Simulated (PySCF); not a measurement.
CH$_{7}$ClGe, SMILES `[GeH4].CCl`.

Level of theory: B3LYP/def2-SVP (PySCF), at a geometry from GFN2-xTB. The pair's geometry is semi-empirical, so its contact may be too short or too long. GFN2-xTB bond lengths at metals and heavier atoms can be off by up to 0.1 Å and shapes distorted, which carries into these values. Without diffuse functions Rydberg states are missing, so the states' numbers hold for this basis only.

Input

```python
import numpy as np
from pyscf import gto, scf, dft, tdscf
from pyscf.scf import atom_ks, atom_hf
from scipy.linalg import block_diag

def solve(mol, dm0=None, hcore=None):
    mf = (dft.UKS if mol.spin else dft.RKS)(mol, xc='b3lyp')
    mf.grids.level = 3
    mf = mf.density_fit(auxbasis='def2-universal-jkfit')
    mf.conv_tol, mf.max_cycle = 1e-8, 80
    if hcore is not None:
        mf.get_hcore = lambda *args: hcore
    mf.kernel(dm0)
    if not mf.converged:
        mf = mf.newton().run(mf.mo_coeff, mf.mo_occ, max_cycle=30)
    assert mf.converged, 'SCF not converged'
    return mf

mol = gto.M(atom='''
Ge    -1.38967     0.06522    -0.00003
H     -0.80417     0.59264    -1.25824
H     -2.83990     0.41171     0.00194
H     -0.77030     0.72917     1.17530
H     -1.26405    -1.40720     0.08220
C      2.44313     0.90148     0.00021
Cl     1.62919    -0.67296    -0.00016
H      3.04515     0.97856    -0.89939
H      3.06874     0.96549     0.88463
H      1.67896     1.67388     0.01595
''', basis='def2-svp', charge=0, spin=0, verbose=4)
mf = solve(mol)
td = mf.TDA()
td.nstates, td.singlet, td.conv_tol = 5, True, 1e-5
td.kernel()
td.analyze()
x, y = np.array([p[0] for p in td.xy]), np.array([p[1] + 0 * p[0] for p in td.xy])
f, mu = td.oscillator_strength(), td.transition_dipole()
nto = [td.get_nto(state=i + 1, verbose=4) for i in range(len(td.e))]
# spherically averaged free atoms, for the promolecule
atm = atom_ks.get_atm_nrks(mol, xc='b3lyp')
pro = block_diag(*[(atm[a[0]][2] * atm[a[0]][3]) @ atm[a[0]][2].T for a in mol._atom])
np.savez('result.npz', e=td.e, f=f, ok=td.converged, w=[n[0] for n in nto], nto=[n[1] for n in nto], x=x, y=y, c=mf.mo_coeff, occ=mf.mo_occ, eps=mf.mo_energy, pro=pro, mu=mu)
```

Launched as:

```sh
OMP_NUM_THREADS=1 python input.py
```

The run took 120 s on 1 thread of Arm Neoverse V1, with other jobs on the host, peak memory 0.57 GiB.

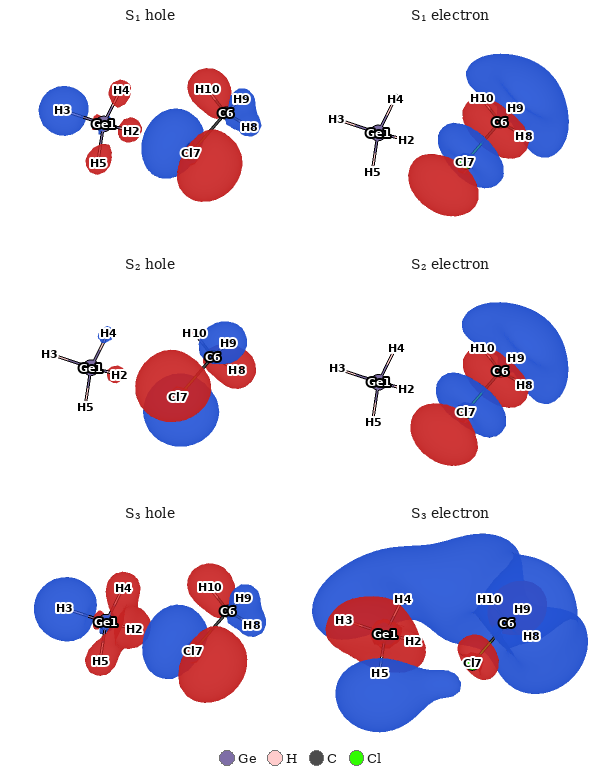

Leading natural transition orbitals (TDA singlet states).

Describe these excited states.

By state:
- S₁: 7.64 eV (162 nm), f = 0.002; the leading pair carries 100 %; hole on Cl7 (71 %), Ge1 (7 %) and C6 (6 %), electron on Cl7 (40 %), C6 (33 %) and H8 and H9 (8 % each); their centroids lie 1.2 Å apart.
- S₂: 7.76 eV (160 nm), f = 0.001 (very weak); the leading pair carries 100 %; hole on Cl7 (81 %) and C6 (8 %), electron on Cl7 (40 %), C6 (33 %) and H8, H9 and H10 (8 % each); their centroids lie 0.9 Å apart.
- S₃: 8.57 eV (145 nm), f = 0.003, partly diffuse acceptor orbital, which a basis without diffuse functions describes poorly; the leading pair carries 99 %; hole on Cl7 (66 %), Ge1 (10 %) and H3 (8 %), electron on Ge1 (24 %), H10 (16 %) and C6 (15 %) (atom shares of so diffuse an orbital are rough); their centroids lie 1.1 Å apart.
